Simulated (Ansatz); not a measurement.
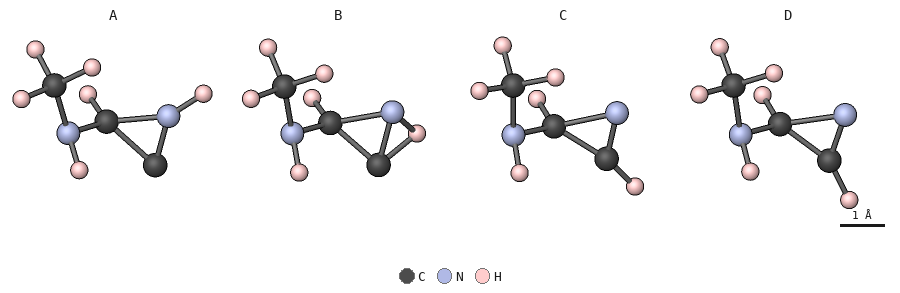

4 geometries from a converged minimum-energy path of C₃H₆N₂, shuffled. The picture is a ball-and-stick view, seen from a free direction.

Level of theory: RKS PBE0-D4/def2-SVP in Ansatz. Set-up: 7 movable images; climbing image; force threshold 0.05 eV/Å; iteration limit 60; starting path through a guess of the saddle point.

One of them is the converged climbing image. Which?

Answer. B. In order along the path, whose images run from 0 to 8: D (image 1, +0.02 eV), C (image 2, +0.23 eV), B (image 4, +2.93 eV), A (image 8, +1.25 eV). A hydrogen atom shifts from one atom to another. Breaking: C–H (1.10 → 2.18 Å). Forming: H–N (2.20 → 1.02 Å).
